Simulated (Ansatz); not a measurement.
**BGeNH6 (SMILES B[NH][GeH3]): RPA@PBE0/6-31G(d) (spherical functions)**

Aim: the vertical ionisation energy of BGeNH6 at RPA@PBE0/6-31G* (spherical functions), from 2 runs. 

The results are computed with Ansatz 0.2.0.

69 further runs of the same task are left out: 69 set aside as unsound or not needed.

## Step 1: The system as given

The species is BGeNH6 (9 atoms), meant as a singlet with charge 0. As SMILES, `B[NH][GeH3]`. Geometry: relaxed at PBE0-D4/def2-TZVP.

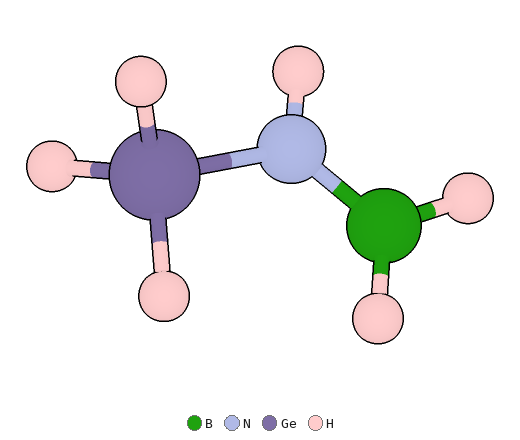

Viewed from a chosen angle; boron green, nitrogen light blue, germanium purple, hydrogen pink.

## Step 2: A single-point energy at RPA@PBE0/6-31G(d) (spherical functions)

The input, molecule.yaml:

```yaml
crystal:
  periodic: [false, false, false]
  atoms:
    - {symbol: B, position_ang: [-0.874000, 0.629500, -1.162900]}
    - {symbol: "N", position_ang: [-0.023300, 0.687100, -0.062700]}
    - {symbol: Ge, position_ang: [0.665200, -0.761400, 0.866600]}
    - {symbol: H, position_ang: [-1.217900, -0.440700, -1.581000]}
    - {symbol: H, position_ang: [-1.249100, 1.647000, -1.674800]}
    - {symbol: H, position_ang: [0.253900, 1.598400, 0.272500]}
    - {symbol: H, position_ang: [2.201600, -0.714800, 0.804900]}
    - {symbol: H, position_ang: [0.114900, -2.015200, 0.184600]}
    - {symbol: H, position_ang: [0.217300, -0.676000, 2.335700]}
basis:
  gaussian:
    orbitals: 6-31G_st_-spherical.json
hamiltonian:
  xc: pbe0
correlation:
  method: rpa
  frozen_orbitals: {B: 1, Ge: 9, H: 0, "N": 1}
accuracy: high
```

The basis set 6-31G* is read from a file made from the Basis Set Exchange's data (not shown).

Started as:

```console
$ ansatz run molecule.yaml --threads 1 --pin off --max-ram 3480MiB --events-out events.jsonl --progress --plain --runs-dir runs
```

The program printed:

```text
Warning: RAYON_NUM_THREADS=1 ignored (pool sized by the plan → 1); use --threads N
Functional definition: PBE0
  name "PBE0"
  parameter a = 0.25
  parameter kappa = 0.804
  parameter beta = 0.06672455060314922
  exchange = (1 - a)*pbe_x(kappa = kappa, mu = beta*pi^2/3) + a*exact_x
  correlation = pbe_c(beta = beta)
1655 factors; integrals over basis functions are off by at most 4.5e-9 eV
mean field evaluation 1: about -58760.4708 eV, gradient 4.7e1 eV
mean field evaluation 2: about -58760.6696 eV, gradient 4.7e1 eV
mean field evaluation 4: about -58764.8752 eV, gradient 7.0e0 eV
mean field evaluation 8: about -58765.0035 eV, gradient 5.0e-1 eV
mean field evaluation 16: about -58765.0038 eV, gradient 1.8e-5 eV
mean field -58765.00383189 eV, -2159.5740584717 hartree, gradient 4.1e-8 eV, S^2 0.000000; 0 other end points of the search recorded, 0 dependent functions left out
11 core orbitals not correlated: weight in the atoms' cores, before any rotation towards them, 1.000 or more for the frozen orbitals, at most 0.000 for the correlated occupied ones
reference -58714.08454320 eV, -2157.7028091269 hartree; 14, 14 occupied and 47, 47 virtual orbitals, 1655 factors
Total energy: -58732.82058390 eV, -2158.3913459228 hartree
```

It took 9.3 s on 1 thread of Arm Neoverse V2, shared host; peak memory 0.24 GiB.

## Step 3: The doublet cation

molecule.yaml: that of step 2 with these lines changed.

```diff
@@ -15,4 +15,8 @@
     orbitals: 6-31G_st_-spherical.json
+total_charge: 1
+magnetization:
+  spin_polarized: true
+  initial_magnetization: 1
 hamiltonian:
-  xc: pbe0
+  xc: {name: PBE0}
 correlation:
```

The basis set 6-31G* is read from a file made from the Basis Set Exchange's data (not shown).

Started as:

```console
$ ansatz run molecule.yaml --threads 1 --pin off --max-ram 3480MiB --events-out events.jsonl --progress --plain --runs-dir runs
```

The program printed, shortened:

```text
Warning: RAYON_NUM_THREADS=1 ignored (pool sized by the plan → 1); use --threads N
Functional definition: PBE0
  name "PBE0"
[...]
1655 factors; integrals over basis functions are off by at most 4.4e-9 eV
[...]
mean field -58754.72964071 eV, -2159.1964889099 hartree, gradient 3.9e-8 eV, S^2 0.758175; 3 other end points of the search recorded, 0 dependent functions left out
11 core orbitals not correlated: weight in the atoms' cores, before any rotation towards them, 1.000 or more for the frozen orbitals, at most 0.000 for the correlated occupied ones
reference -58704.53778238 eV, -2157.3519721376 hartree; 14, 13 occupied and 47, 48 virtual orbitals, 1655 factors
Total energy: -58722.72603439 eV, -2158.0203780704 hartree
```

Run time: 29 s. Hardware: 1 thread of Arm Neoverse V2, shared host; peak memory 0.46 GiB.

## Step 4: Outcome

At RPA@PBE0/6-31G* (spherical functions), 11 core orbitals frozen:

```
                                          quantity           value
                      singlet BGeNH6: total energy  -2158.39135 Eh
  singlet BGeNH6: RPA correlation energy (valence)      -688.5 mEh
                      doublet cation: total energy  -2158.02038 Eh
  doublet cation: RPA correlation energy (valence)      -668.4 mEh
 doublet cation: ⟨S²⟩ of the reference determinant           0.758
vertical ionisation energy (to the doublet cation)       10.095 eV
```

In words: Removing an electron at fixed nuclei costs 10.09 eV (974 kJ/mol).
